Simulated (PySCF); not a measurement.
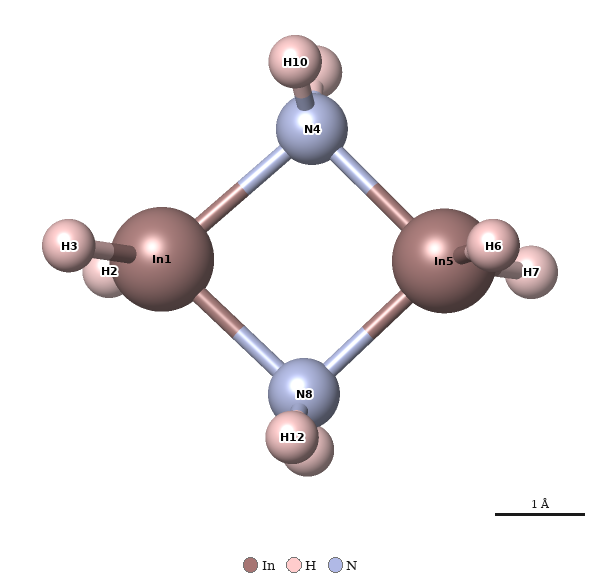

The input geometry (ball-and-stick view, seen on its broad side; atoms are numbered from 1 in the order of the input). Sticks mark near contacts.

## Run report: In2N2H8, geometry relaxation

The run: geometry relaxation of In2N2H8. Method and program: PBE0-D3(BJ)/def2-SVP geometry optimisation, gas phase (PySCF 2.14.0).

It belongs to a series of runs on one base structure; here: bridge NH2.

### The program's output
```
step   0  E = -494.37894254  max force = 0.061617
step   1  E = -494.39429955  max force = 0.009757
step   2  E = -494.39590440  max force = 0.004347
step   3  E = -494.39661940  max force = 0.001819
step   4  E = -494.39668892  max force = 0.001676
step   5  E = -494.39673034  max force = 0.000557
step   6  E = -494.39673955  max force = 0.000484
step   7  E = -494.39674964  max force = 0.000571
step   8  E = -494.39675278  max force = 0.000356
optimisation converged
```

### Trajectory as extended XYZ (Å, eV, eV/Å), 9 frames, from step=0 to step=8
```
12
Properties=species:S:1:pos:R:3:forces:R:3 step=0 energy=-13452.73625
In   -1.4782   -0.2189   -0.5250   -0.5544   1.3279  -0.3095
H    -2.2957    1.2736   -1.0462    0.2741  -0.3310   0.1385
H    -2.2515   -1.7029   -0.5488   -0.1338  -0.7313   0.0719
N    -0.4093    0.2316    1.3869   -2.6752   0.3122   3.1685
In    1.5302    0.1269    0.5049    1.1114   0.7814   0.1015
H     2.2736   -1.2630    1.0350    0.3644  -0.8441   0.2062
H     2.2123    1.6972    0.5183    0.0662   0.2551  -0.0655
N     0.5549   -0.2120   -1.4123   -0.8520  -2.1291   2.2149
H    -0.7508    1.1316    1.8924    0.9160  -1.6769  -1.4485
H    -0.6952   -0.4967    2.1333    0.8644   1.1683  -1.5866
H     0.6650    0.4704   -2.0817    0.4216   2.0461  -2.1631
H     0.7601   -1.1206   -1.8059    0.1974  -0.1787  -0.3283
12
Properties=species:S:1:pos:R:3:forces:R:3 step=1 energy=-13453.15413
In   -1.5173   -0.1946   -0.5203   -0.2725   0.1098  -0.1469
H    -2.2794    1.2718   -1.0243   -0.0110   0.0848  -0.0309
H    -2.2793   -1.7584   -0.5267    0.2109   0.0579   0.0530
N    -0.4615    0.2389    1.4003   -0.4524  -0.2880   0.1367
In    1.5728    0.1439    0.5302    0.5018   0.0721   0.1945
H     2.3412   -1.3313    1.0674   -0.1480   0.1357  -0.1084
H     2.2634    1.7392    0.5256   -0.0782  -0.0821  -0.0237
N     0.5399   -0.2109   -1.4072   -0.3342  -0.1741   0.4078
H    -0.7725    1.0998    1.8467    0.1443   0.3080  -0.2185
H    -0.7080   -0.4653    2.0968    0.2523  -0.2276  -0.0493
H     0.6632    0.5038   -2.1222    0.0729  -0.0595  -0.0490
H     0.7530   -1.1196   -1.8153    0.1140   0.0630  -0.1652
12
Properties=species:S:1:pos:R:3:forces:R:3 step=2 energy=-13453.19780
In   -1.5345   -0.1856   -0.5237   -0.1684   0.1770  -0.1228
H    -2.2821    1.2955   -1.0291    0.0153  -0.0132   0.0014
H    -2.2500   -1.7611   -0.5174    0.1084  -0.0047   0.0313
N    -0.4716    0.2290    1.3936   -0.1930  -0.2005  -0.1043
In    1.5798    0.1497    0.5388    0.2235   0.0485   0.0939
H     2.3305   -1.3241    1.0602   -0.0631   0.0202  -0.0440
H     2.2599    1.7396    0.5282   -0.0402   0.0054  -0.0171
N     0.5260   -0.2165   -1.3895   -0.1750  -0.0368   0.1068
H    -0.7665    1.1027    1.8230    0.0678   0.2019  -0.0304
H    -0.6871   -0.4872    2.0845    0.1185  -0.1267   0.0859
H     0.6601    0.4951   -2.1116    0.0385  -0.1297   0.0846
H     0.7510   -1.1199   -1.8061    0.0677   0.0585  -0.0852
12
Properties=species:S:1:pos:R:3:forces:R:3 step=3 energy=-13453.21726
In   -1.5579   -0.1710   -0.5328    0.0022   0.0609  -0.0166
H    -2.2837    1.3150   -1.0346   -0.0202   0.0078  -0.0051
H    -2.2158   -1.7664   -0.5118    0.0167  -0.0207   0.0075
N    -0.4824    0.2168    1.3843   -0.0491  -0.0577  -0.0935
In    1.5836    0.1565    0.5461    0.0114   0.0203   0.0076
H     2.3137   -1.3257    1.0496    0.0034  -0.0254   0.0008
H     2.2502    1.7497    0.5292   -0.0253   0.0113  -0.0084
N     0.5081   -0.2217   -1.3717   -0.0114  -0.0047  -0.0729
H    -0.7527    1.1061    1.8053    0.0364  -0.0431   0.0589
H    -0.6582   -0.5085    2.0802    0.0114   0.0758   0.0547
H     0.6608    0.4834   -2.0953    0.0147  -0.0326   0.0665
H     0.7500   -1.1169   -1.7977    0.0098   0.0081   0.0005
12
Properties=species:S:1:pos:R:3:forces:R:3 step=4 energy=-13453.21915
In   -1.5623   -0.1676   -0.5356    0.0185   0.0562  -0.0019
H    -2.2888    1.3208   -1.0366   -0.0058  -0.0216   0.0053
H    -2.2090   -1.7681   -0.5124    0.0058  -0.0100   0.0026
N    -0.4844    0.2137    1.3831   -0.0222  -0.0338  -0.0862
In    1.5823    0.1567    0.5459   -0.0001  -0.0101   0.0035
H     2.3113   -1.3284    1.0462    0.0048  -0.0085   0.0008
H     2.2420    1.7521    0.5276   -0.0174   0.0140  -0.0062
N     0.5059   -0.2228   -1.3712   -0.0042  -0.0201  -0.0489
H    -0.7457    1.1023    1.8096    0.0184  -0.0052   0.0495
H    -0.6518   -0.5074    2.0846   -0.0074   0.0295   0.0465
H     0.6647    0.4824   -2.0917    0.0130   0.0099   0.0251
H     0.7512   -1.1165   -1.7985   -0.0035  -0.0002   0.0098
12
Properties=species:S:1:pos:R:3:forces:R:3 step=5 energy=-13453.22028
In   -1.5645   -0.1631   -0.5377    0.0286   0.0098   0.0134
H    -2.2935    1.3224   -1.0353   -0.0111  -0.0018  -0.0011
H    -2.2028   -1.7676   -0.5141    0.0006  -0.0023  -0.0006
N    -0.4864    0.2099    1.3822   -0.0128   0.0022   0.0063
In    1.5801    0.1548    0.5443    0.0024  -0.0271   0.0036
H     2.3109   -1.3316    1.0413    0.0052   0.0068   0.0004
H     2.2300    1.7546    0.5249   -0.0112   0.0077  -0.0036
N     0.5042   -0.2232   -1.3733   -0.0012  -0.0180  -0.0128
H    -0.7361    1.0981    1.8179    0.0128   0.0019  -0.0015
H    -0.6480   -0.5057    2.0912   -0.0106  -0.0028  -0.0040
H     0.6705    0.4846   -2.0883    0.0086   0.0268  -0.0079
H     0.7509   -1.1159   -1.8019   -0.0113  -0.0033   0.0078
12
Properties=species:S:1:pos:R:3:forces:R:3 step=6 energy=-13453.22053
In   -1.5636   -0.1617   -0.5371    0.0121   0.0097   0.0058
H    -2.2961    1.3232   -1.0332   -0.0059  -0.0064   0.0005
H    -2.2012   -1.7668   -0.5148    0.0018  -0.0001  -0.0006
N    -0.4864    0.2082    1.3828   -0.0048   0.0040   0.0249
In    1.5798    0.1526    0.5434    0.0056  -0.0232   0.0039
H     2.3140   -1.3323    1.0394    0.0042   0.0077  -0.0001
H     2.2247    1.7548    0.5238   -0.0096   0.0037  -0.0028
N     0.5040   -0.2227   -1.3750   -0.0004  -0.0030  -0.0024
H    -0.7319    1.0964    1.8210    0.0090   0.0082  -0.0119
H    -0.6490   -0.5065    2.0927   -0.0081  -0.0109  -0.0131
H     0.6725    0.4874   -2.0875    0.0052   0.0121  -0.0052
H     0.7489   -1.1152   -1.8046   -0.0092  -0.0018   0.0010
12
Properties=species:S:1:pos:R:3:forces:R:3 step=7 energy=-13453.22080
In   -1.5621   -0.1585   -0.5352   -0.0106   0.0019  -0.0040
H    -2.3011    1.3241   -1.0273   -0.0031  -0.0011  -0.0005
H    -2.1984   -1.7647   -0.5160    0.0036   0.0007   0.0001
N    -0.4856    0.2044    1.3846    0.0122   0.0043   0.0293
In    1.5800    0.1476    0.5421    0.0043  -0.0132   0.0020
H     2.3220   -1.3335    1.0356    0.0028   0.0041  -0.0004
H     2.2145    1.7544    0.5223   -0.0047   0.0009  -0.0014
N     0.5029   -0.2207   -1.3777    0.0043   0.0172   0.0113
H    -0.7234    1.0935    1.8252    0.0011   0.0073  -0.0150
H    -0.6516   -0.5105    2.0935   -0.0053  -0.0123  -0.0142
H     0.6750    0.4937   -2.0857   -0.0004  -0.0110   0.0010
H     0.7435   -1.1127   -1.8104   -0.0042   0.0012  -0.0083
12
Properties=species:S:1:pos:R:3:forces:R:3 step=8 energy=-13453.22089
In   -1.5619   -0.1562   -0.5335   -0.0173   0.0029  -0.0076
H    -2.3050    1.3255   -1.0226   -0.0001  -0.0017   0.0006
H    -2.1966   -1.7632   -0.5169    0.0034   0.0002   0.0007
N    -0.4841    0.2014    1.3863    0.0183   0.0007   0.0135
In    1.5808    0.1441    0.5413    0.0019  -0.0054   0.0003
H     2.3284   -1.3345    1.0324    0.0015   0.0013  -0.0008
H     2.2087    1.7537    0.5219   -0.0015  -0.0007  -0.0003
N     0.5018   -0.2184   -1.3788    0.0057   0.0178   0.0149
H    -0.7179    1.0913    1.8273   -0.0037   0.0016  -0.0067
H    -0.6532   -0.5150    2.0928   -0.0042  -0.0048  -0.0070
H     0.6756    0.4982   -2.0842   -0.0024  -0.0142   0.0015
H     0.7390   -1.1097   -1.8148   -0.0017   0.0023  -0.0091
```

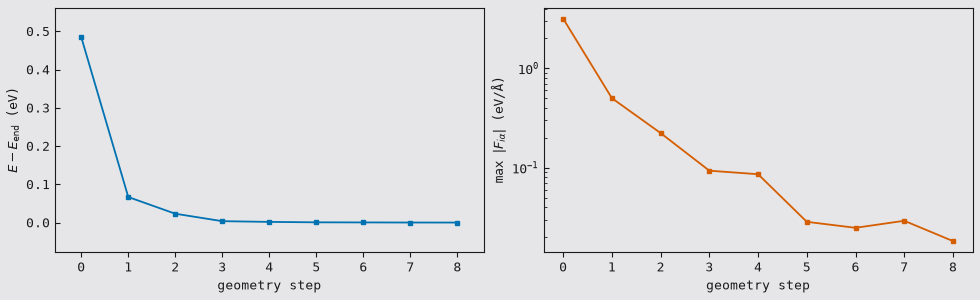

Progress of the relaxation, step by step (steps are counted from 0).

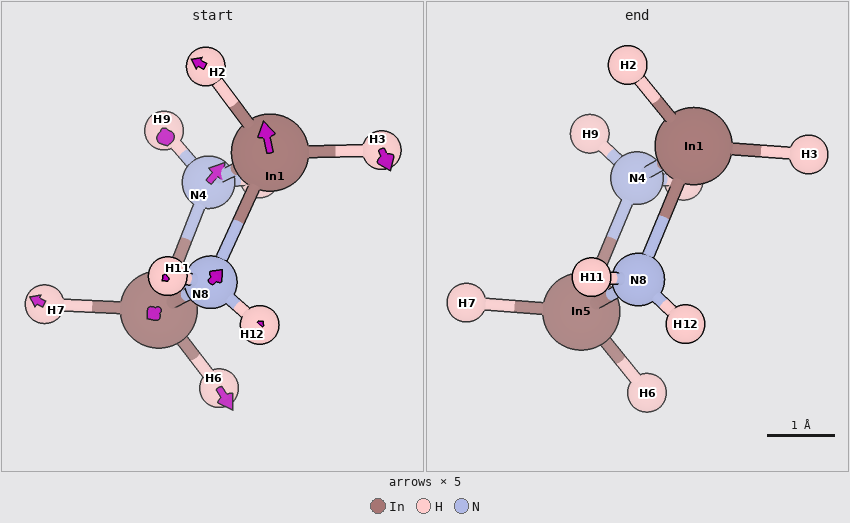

Before (left) and after (right) the relaxation, at one scale (ball-and-stick view, seen at an oblique angle). The pink arrows give the displacements, magnified 5 times. Over 8 geometry steps the energy falls by 0.485 eV. The largest force component goes from 3.2 to 0.018 eV/Å. The atom that moves furthest after the best rigid fit is In1 (0.10 Å). Largest moves by element: In 0.10 Å, H 0.09 Å, N 0.08 Å. Among the contacts that change: N4–In5 2.133 → 2.232 Å, N4–H9 1.087 → 1.020 Å, In5–H6 1.663 → 1.728 Å, N4–H10 1.081 → 1.020 Å. Among the angles that change: H2–In1–H3 121.8° → 130.0°, In5–N4–H9 121.2° → 113.5°, H9–N4–H10 98.8° → 106.0°. (Atoms are counted from 1 in the order of the input.)

This output came from the following input.

### Input
```
{"job": {"xc": "PBE0", "basis": "def2-SVP", "d3": "d3bj", "grid": 1, "maxiter": 30, "shake": 0.03, "kind": "geom"}, "charge": 0, "multiplicity": 1}
In    -1.478160    -0.218900    -0.525040
H     -2.295700     1.273620    -1.046190
H     -2.251490    -1.702860    -0.548770
N     -0.409340     0.231580     1.386920
In     1.530190     0.126940     0.504880
H      2.273560    -1.263040     1.034990
H      2.212320     1.697210     0.518280
N      0.554940    -0.212030    -1.412260
H     -0.750770     1.131600     1.892450
H     -0.695200    -0.496670     2.133340
H      0.665010     0.470410    -2.081710
H      0.760110    -1.120600    -1.805910
```

The first line tells a small driver script what to run in PySCF; the rest is the geometry in Å.

Run as:
```bash
OMP_NUM_THREADS=1 python <driver script> task.json out
```

### Key numbers

| quantity | value |
| --- | --- |
| outcome | converged |
| total energy | −494.396753 hartree |
| dipole moment | 0.02 D |
| point group | D2h |
| hardware | 1 CPU thread, shared host |
| wall time | 66 s |
| peak memory | 0.46 GiB |
